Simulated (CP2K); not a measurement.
# PM6 run of TiF4 (SMILES [F][Ti]([F])([F])[F])

What is the energy change on altering one bond length of TiF4 at PM6? 

The calculation is run with CP2K 2026.2.

4 further runs of the same task are left out: 3 that didn't finish, 1 set aside as unsound or not needed.

### 1 Starting point

TiF4: 5 atoms, total charge 0, spin state singlet. SMILES: `[F][Ti]([F])([F])[F]`. The shape is that of a PBE0-D4/def2-TZVP optimisation.

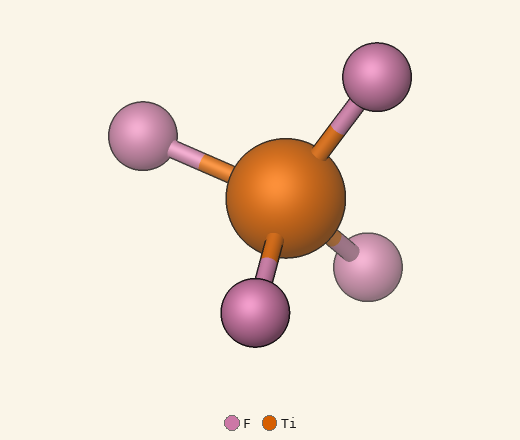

The structure, seen from a chosen angle (fluorine pink, titanium orange).

### 2 The energy at PM6

molecule.xyz

```xyz
5

F      0.175050    -0.756690     1.556510
Ti    -0.000010     0.000040     0.000020
F     -1.250130     1.207040     0.079520
F     -0.427660    -1.200750    -1.183680
F      1.502740     0.750380    -0.452370
```

run.inp

```
&GLOBAL
  PROJECT_NAME run
  RUN_TYPE ENERGY
  PRINT_LEVEL MEDIUM
&END GLOBAL
&FORCE_EVAL
  METHOD Quickstep
  &DFT
    CHARGE 0
    MULTIPLICITY 1
    &QS
      METHOD PM6
      EPS_DEFAULT 1.0E-10
      &SE
        &COULOMB
          CUTOFF [angstrom] 50
          RC_RANGE [angstrom] 0
        &END COULOMB
        &EXCHANGE
          CUTOFF [angstrom] 50
          RC_RANGE [angstrom] 0
        &END EXCHANGE
      &END SE
    &END QS
    &POISSON
      PERIODIC NONE
      POISSON_SOLVER ANALYTIC
    &END POISSON
    &SCF
      SCF_GUESS ATOMIC
      EPS_SCF 1.0E-07
      MAX_SCF 100
      ADDED_MOS 8
      &DIAGONALIZATION
        ALGORITHM STANDARD
      &END DIAGONALIZATION
      &MIXING
        METHOD DIRECT_P_MIXING
        ALPHA 0.4
      &END MIXING
      &SMEAR ON
        METHOD FERMI_DIRAC
        ELECTRONIC_TEMPERATURE [K] 300
      &END SMEAR
    &END SCF
    &PRINT
      &MOMENTS
        PERIODIC F
        REFERENCE COM
        MAX_MOMENT 1
      &END MOMENTS
      &MO ON
        ENERGIES T
        OCCUPATION_NUMBERS T
        NDIGITS 6
        &EACH
          QS_SCF 0
        &END EACH
        ADD_LAST NUMERIC
      &END MO
      &HIRSHFELD OFF
      &END HIRSHFELD
    &END PRINT
  &END DFT
  &SUBSYS
    &CELL
      ABC [angstrom] 18.8 18.4 18.7
      PERIODIC NONE
    &END CELL
    &TOPOLOGY
      COORD_FILE_NAME molecule.xyz
      COORD_FILE_FORMAT XYZ
      &CENTER_COORDINATES
      &END CENTER_COORDINATES
    &END TOPOLOGY
  &END SUBSYS
&END FORCE_EVAL
```

Run with:

```sh
$ OMP_NUM_THREADS=1 cp2k.psmp -i run.inp -o run.out
```

Log:

```text
CP2K| version string:                                       CP2K version 2026.2
[...]
 GLOBAL| Method name                                                        CP2K
[...]
 GLOBAL| Run type                                                         ENERGY
[...]
                             - Atoms:                                          5
[...]
                             - Spherical basis functions:                     25
[...]
 Number of electrons:                                                         32
[...]
     1 P_Mix/Diag. 0.40E+00    0.0     1.99140557       -68.3758809315 -6.84E+01
[...]
    17 DIIS/Diag.  0.86E-07    0.0     0.00000004       -72.0182859739 -2.13E-13
  *** SCF run converged in    17 steps ***
  Core-core repulsion energy [eV]:                           2041.65055518895815
  Core Hamiltonian energy [eV]:                             -3349.20698878580606
  Two-electron integral energy [eV]:                        -1304.32158146077927
  Electronic energy [eV]:                                   -4001.36777951619570
  Electronic entropic energy:                                  -0.00000000000000
  Fermi energy:                                                -0.12852471310796
  Total energy [eV]:                                        -1959.71722432723755
  Atomic reference energy [eV]:                              1944.23702842725993
  Heat of formation [kcal/mol]:                              -356.98182628220513
[...]
 SE_DIPOLE| Moment [Debye]          0.00005132      -0.00035639      -0.00018716
 SE_DIPOLE| Derivative [a.u.]       0.00000000       0.00000000       0.00000000
 ENERGY| Total FORCE_EVAL ( QS ) energy [hartree]            -72.018285973907368
[...]
```

Wall time 0.4 s (1 thread of Arm Neoverse N1, shared host); peak memory 0.14 GiB.

### 3 The distorted shape, same level

molecule.xyz

```xyz
5

F      0.239186    -0.576604     1.734033
Ti     0.064126     0.180126     0.177543
F     -1.185994     1.387126     0.257043
F     -0.427660    -1.200750    -1.183680
F      1.566876     0.930466    -0.274847
```

mol.inp

```
&FORCE_EVAL
 METHOD QS
 &DFT
  CHARGE 0
  MULTIPLICITY 1
  &QS
   METHOD PM6
   EPS_DEFAULT 1.0E-10
   &SE
    &COULOMB
     CUTOFF [angstrom] 50
     RC_RANGE [angstrom] 0
    &END
    &EXCHANGE
     CUTOFF [angstrom] 50
     RC_RANGE [angstrom] 0
    &END
   &END
  &END
  &POISSON
   PERIODIC NONE
   POISSON_SOLVER ANALYTIC
  &END
  &SCF
   SCF_GUESS ATOMIC
   EPS_SCF 1.0E-07
   MAX_SCF 100
   ADDED_MOS 8
   &DIAGONALIZATION
    ALGORITHM STANDARD
   &END
   &MIXING
    METHOD DIRECT_P_MIXING
    ALPHA 0.4
   &END
   &SMEAR ON
    METHOD FERMI_DIRAC
    ELECTRONIC_TEMPERATURE [K] 300
   &END
  &END
  &PRINT
   &MOMENTS
    PERIODIC F
    REFERENCE COM
    MAX_MOMENT 1
   &END
   &MO ON
    ENERGIES T
    OCCUPATION_NUMBERS T
    NDIGITS 6
    &EACH
     QS_SCF 0
    &END
    ADD_LAST NUMERIC
   &END
   &HIRSHFELD OFF
   &END
  &END
 &END
 &SUBSYS
  &CELL
   ABC [angstrom] 18.8 18.6 18.9
   PERIODIC NONE
  &END
  &TOPOLOGY
   COORD_FILE_NAME molecule.xyz
   COORD_FILE_FORMAT XYZ
   &CENTER_COORDINATES
   &END
  &END
 &END
&END

&GLOBAL
 PROJECT_NAME mol
 RUN_TYPE ENERGY
 PRINT_LEVEL MEDIUM
&END
```

Run with:

```sh
$ OMP_NUM_THREADS=1 cp2k.psmp mol.inp > mol.out
```

Log:

```text
CP2K| version string:                                       CP2K version 2026.2
[...]
 GLOBAL| Method name                                                        CP2K
[...]
 GLOBAL| Run type                                                         ENERGY
[...]
                             - Atoms:                                          5
[...]
                             - Spherical basis functions:                     25
[...]
 Number of electrons:                                                         32
[...]
     1 P_Mix/Diag. 0.40E+00    0.0     1.99346214       -68.4924255700 -6.85E+01
[...]
    17 DIIS/Diag.  0.51E-07    0.0     0.00000008       -72.0090298042 -1.28E-12
  *** SCF run converged in    17 steps ***
  Core-core repulsion energy [eV]:                           1985.05652208838615
  Core Hamiltonian energy [eV]:                             -3352.40228647299955
  Two-electron integral energy [eV]:                        -1184.23917350877582
  Electronic energy [eV]:                                   -3944.52187322738700
  Electronic entropic energy:                                  -0.00000000000000
  Fermi energy:                                                -0.13553981898423
  Total energy [eV]:                                        -1959.46535113900131
  Atomic reference energy [eV]:                              1944.23702842725993
  Heat of formation [kcal/mol]:                              -351.17349211711377
[...]
 SE_DIPOLE| Moment [Debye]         -0.37878462      -1.06404575      -1.04874209
 SE_DIPOLE| Derivative [a.u.]       0.00000000       0.00000000       0.00000000
 ENERGY| Total FORCE_EVAL ( QS ) energy [hartree]            -72.009029804152675
[...]
```

Wall time 0.4 s (1 thread of Arm Neoverse N1, shared host); peak memory 0.14 GiB.

### 4 What came out

At PM6:

```
                                                          quantity            value
                                         first shape: total energy     -72.01829 Eh
                                        first shape: dipole moment           0.00 D
                                          first shape: HOMO energy        -14.68 eV
                                          first shape: LUMO energy         -2.62 eV
                                        first shape: HOMO–LUMO gap         12.06 eV
                                    first shape: heat of formation  -357.0 kcal/mol
                                     distorted shape: total energy     -72.00903 Eh
                                    distorted shape: dipole moment           1.54 D
                                      distorted shape: HOMO energy        -13.99 eV
                                      distorted shape: LUMO energy         -2.81 eV
                                    distorted shape: HOMO–LUMO gap         11.18 eV
                                distorted shape: heat of formation  -351.2 kcal/mol
energy change with the Ti2–F4 bond stretched from 1.740 to 2.000 Å         0.252 eV
```

What this shows: With the Ti2–F4 bond stretched from 1.740 to 2.000 Å the energy rises by 0.25 eV (5.8 kcal/mol). The first shape isn't relaxed at this level, so the change isn't measured from a minimum.
